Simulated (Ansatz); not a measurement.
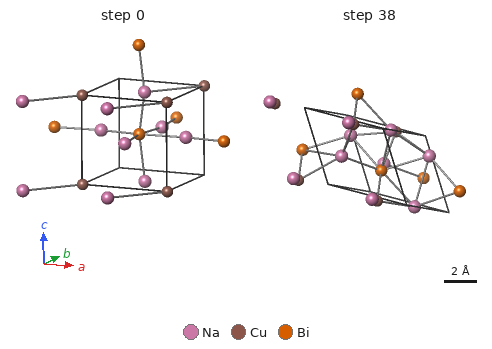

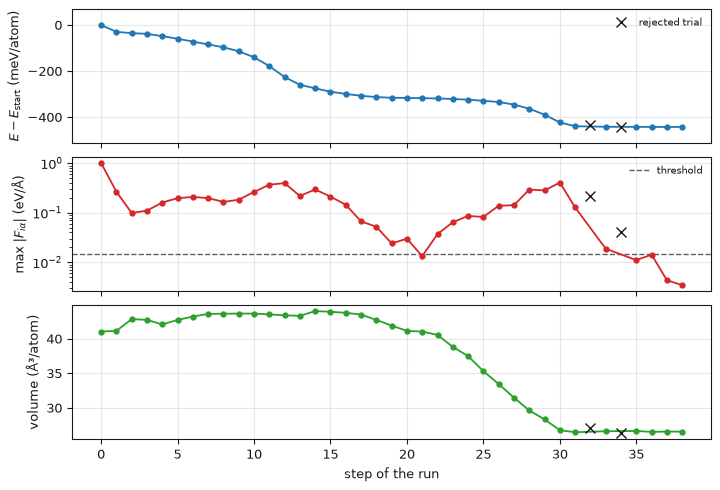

First and last geometry of a relaxation of crystalline Na3CuBi (built on the cubic perovskite type) (coarse preliminary run), with the history of the run. The picture is a ball-and-stick view of the cell of the calculation, seen slightly off an axis.

Method: DFT PBE, scalar-relativistic, plane waves, PAW in Ansatz.

Input
```yaml
crystal:
  lattice:
    - [5.8681826083, 0.0853621976, -0.0195553695]
    - [0.0853621976, 5.9759119543, -0.034664566]
    - [-0.0195553695, -0.034664566, 5.8542081731]
  atoms:
    - { symbol: Na, position: [0.9984901379, 0.5207548509, 0.51053706] }
    - { symbol: Na, position: [0.5143907612, 0.9805007893, 0.5007172147] }
    - { symbol: Na, position: [0.5211955616, 0.5013284412, 0.9824723074] }
    - { symbol: Cu, position: [0.0028759253, 1.0101709286, -0.0029765156] }
    - { symbol: Bi, position: [0.463047614, 0.48724499, 0.5092499335] }
basis:
  ecutwfc: 420
kpoints:
  mp_grid: { grid: [4, 4, 4] }
hamiltonian:
  xc: pbe
scf:
  occupations: { method: gaussian, width: 0.1 }
output:
  forces: true
  stress: true
  eigenvalues: true
relax:
  adjacent_minimum: "off"
  f_tol: 0.015
  max_steps: 120
  cell: { stress_tol: 0.15 }
```

Command:
```bash
ansatz run input.yaml --threads 1 --pin off --max-ram 2560MiB --backend cpu --events-out ev --progress --plain --runs-dir out
```

Q: Read the history and describe the run.

A: The run was cut off at its time limit before the program reported convergence, but its last step already meets the force threshold: the largest component is 0.0034 eV/Å against 0.015 eV/Å. The pressure is within 0.01 GPa of its target. After 36 accepted moves (38 points after the start) the energy has fallen by 442 meV per atom. The largest force component goes from 1 to 0.0034 eV/Å. Pressure: 0.53 GPa at the start and −0.01 GPa at the end. The line search rejected the trial steps at points 32, 34 of the run. The atom that moves furthest relative to the cell is Cu4 (1.97 Å roughly along [−3 −1 0]). By element the largest moves are Cu 1.97 Å, Na 1.87 Å, Bi 0.94 Å. Cell: a 5.869 → 5.362 Å (−8.6 %), b 5.977 → 5.746 Å (−3.9 %), c 5.854 → 5.509 Å (−5.9 %), α 90.7° → 121.1°, β 90.4° → 113.6°, γ 88.3° → 74.5°. Volume −35.3 %. Among the contacts that change: Na1–Cu4 7.210 → 2.910 Å, Na1–Na2 7.084 → 3.168 Å, Na3–Bi5 6.310 → 3.365 Å, Na2–Bi5 6.795 → 3.942 Å. New bonds form, among them: Cu4–Bi5 (5.15 → 2.71 Å), Na1–Cu4 (4.06 → 2.94 Å), Na1–Cu4 (7.21 → 2.91 Å), Na1–Na2 (4.36 → 3.30 Å). Bond angles that change, for instance: Na1–Bi5–Na3 96.7° → 156.2°, Bi5–Na1–Bi5 172.2° → 112.8°, Na1–Bi5–Na1 172.2° → 112.8°. The space group stays P1 (No. 1).
